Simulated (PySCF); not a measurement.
# singlet CH4GaO+ at 6 levels

We compute a comparison of 6 runs (B3LYP/aug-cc-pVDZ, CAM-B3LYP/aug-cc-pVDZ, M06-2X/aug-cc-pVDZ, r2SCAN/aug-cc-pVDZ, wB97X/aug-cc-pVDZ, CCSD(T)/aug-cc-pVDZ) of singlet CH4GaO+. The job is set up through a Python script.

The results are computed with PySCF 2.14.0.

3 further runs of the same task are left out: 3 set aside as unsound or not needed.

## Step 1: The system as given

CH4GaO+ has 7 atoms, charge +1, and is taken as a singlet. As SMILES of the parent species, `C[O][GaH]`. The coordinates come from a PBE0-D4/def2-TZVP relaxation. This is one conformer, not always the lowest. That shape belongs to the parent species and isn't relaxed for this state.

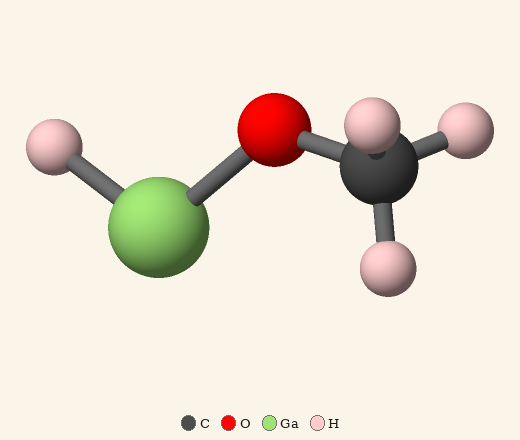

The structure, seen from a chosen angle (carbon dark grey, oxygen red, gallium green, hydrogen pink).

## Step 2: A single-point energy at B3LYP/aug-cc-pVDZ (run 1)

The input, mol.xyz:

```xyz
7
CH4GaO
C     -0.579900     0.843500    -0.069000
O      0.330900    -0.104600     0.414200
Ga     0.839900    -1.651900    -0.329800
H     -1.018700     0.567700    -1.036200
H     -0.081800     1.811900    -0.190000
H     -1.399300     0.973100     0.646800
H      1.908900    -2.439800     0.564100
```

The input, run.py:

```python
from pyscf import gto, dft

mol = gto.M(
    atom='mol.xyz',
    verbose=4,
    charge=1,
    basis='aug-cc-pvdz',
    max_memory=1860,
)

mf = dft.RKS(mol)
mf.xc = 'b3lyp'
mf.grids.level = 5
mf.conv_tol = 1e-10
mf.kernel()
if not mf.converged:
    mf = mf.newton().run(mf.mo_coeff, mf.mo_occ)

e_final = mf.e_tot
print(f'total energy: {e_final:.8f} hartree')
```

The run is started by

```
$ OMP_NUM_THREADS=1 python run.py
```

Log:

```text
PySCF version 2.14.0

[... 79 lines left out ...]
converged SCF energy = -2040.29190786814
total energy: -2040.29190787 hartree
```

Wall time 30 s (1 thread of Arm Neoverse V1, shared host); peak memory 0.65 GiB.

## Step 3: The energy at CAM-B3LYP/aug-cc-pVDZ (run 2)

The input, input.py:

```python
from pyscf import gto, dft

mol = gto.M(
    atom='''
C     -1.095852     1.593984    -0.130391
O      0.625310    -0.197665     0.782725
Ga     1.587181    -3.121639    -0.623232
H     -1.925064     1.072798    -1.958134
H     -0.154580     3.423995    -0.359048
H     -2.644294     1.838892     1.222275
H      3.607298    -4.610554     1.065995
''',
    charge=1,
    unit='bohr',
    verbose=4,
    max_memory=1860,
    spin=0,
    basis='aug-cc-pvdz',
)

mf = dft.RKS(mol, xc='cam-b3lyp')
mf.conv_tol = 1e-10
mf.grids.level = 5
mf.kernel()
if not mf.converged:
    mf = mf.newton().run(mf.mo_coeff, mf.mo_occ)

etot = mf.e_tot
print('E(%s) = %.9f' % ('CAM-B3LYP', etot))
```

The run is started by

```
$ OMP_NUM_THREADS=1 python input.py
```

Log:

```text
PySCF version 2.14.0

[... 79 lines left out ...]
converged SCF energy = -2040.30153417389
E(CAM-B3LYP) = -2040.301534174
```

Wall time 54 s (1 thread of Arm Neoverse V1, shared host); peak memory 0.65 GiB.

Runs 3 to 5 aren't shown in full; the table further down has their settings and results.

## Step 4: The energy at CCSD(T)/aug-cc-pVDZ (run 6)

The input, input.xyz:

```xyz
7

C     -0.579900     0.843500    -0.069000
O      0.330900    -0.104600     0.414200
Ga     0.839900    -1.651900    -0.329800
H     -1.018700     0.567700    -1.036200
H     -0.081800     1.811900    -0.190000
H     -1.399300     0.973100     0.646800
H      1.908900    -2.439800     0.564100
```

The input, calc.py:

```python
from pyscf import gto, cc

mol = gto.Mole()
mol.atom = 'input.xyz'
mol.max_memory = 1860
mol.charge = 1
mol.basis = 'aug-cc-pvdz'
mol.verbose = 4
mol.build()

calc0 = mol.RHF()
calc0.conv_tol = 1e-10
calc0.kernel()
if not calc0.converged:
    calc0 = calc0.newton().run(calc0.mo_coeff, calc0.mo_occ)

mycc = cc.CCSD(calc0, frozen=11)
mycc.kernel()
e_t = mycc.ccsd_t()
e_tot = mycc.e_tot + e_t
print('E(%s) = %.9f' % ('CCSD(T)', e_tot))
```

The run is started by

```
$ OMP_NUM_THREADS=1 python calc.py
```

Log:

```text
PySCF version 2.14.0

[... 65 lines left out ...]
converged SCF energy = -2037.97370962615
[... 12 lines left out ...]
Init t2, MP2 energy = -2038.40466850151  E_corr(MP2) -0.430958875356271
[... 16 lines left out ...]
CCSD converged
[... 2 lines left out ...]
E(CCSD(T)) = -2038.448898980
```

Run time: 2.3 min. Hardware: 1 thread of Arm Neoverse V1, shared host; peak memory 1 GiB.

## Step 5: Overview of the runs

```tsv
run	level	integration grid	frozen core orbitals	energy (Eh)	HOMO energy (eV)	LUMO energy (eV)	HOMO–LUMO gap (eV)	wall time
1	B3LYP/aug-cc-pVDZ	5	–	-2040.291908	-13.60	-10.61	2.99	30 s
2	CAM-B3LYP/aug-cc-pVDZ	5	–	-2040.301534	-15.18	-9.39	5.80	54 s
3	M06-2X/aug-cc-pVDZ	5	–	-2040.188011	-15.12	-9.65	5.47	60 s
4	r2SCAN/aug-cc-pVDZ	5	–	-2040.161636	-12.66	-10.96	1.70	58 s
5	wB97X/aug-cc-pVDZ	5	–	-2040.247732	-16.15	-8.33	7.82	57 s
6	CCSD(T)/aug-cc-pVDZ	–	11	-2038.448899	-17.17	-7.32	9.85	2.3 min
```

## Step 6: Outcome

| quantity | value |
| --- | --- |
| run 6: total energy | -2038.44890 Eh |
| run 6: HOMO energy (Hartree–Fock orbitals) | -17.17 eV |
| run 6: LUMO energy (Hartree–Fock orbitals) | -7.32 eV |
| run 6: HOMO–LUMO gap (Hartree–Fock orbitals) | 9.85 eV |
| run 6: correlation energy (11 core orbitals frozen) | -475.2 mEh |
| run 6: (T) correction | -17.43 mEh |
| run 6: T1 diagnostic | 0.023 |

In words: Over runs 1, 2, 3, 4, 5 the HOMO–LUMO gap runs from 1.70 eV (r2SCAN/aug-cc-pVDZ) to 7.82 eV (wB97X/aug-cc-pVDZ). Totals of different functionals can't be ranked against each other. All runs together took 6.7 min, the longest 2.3 min.
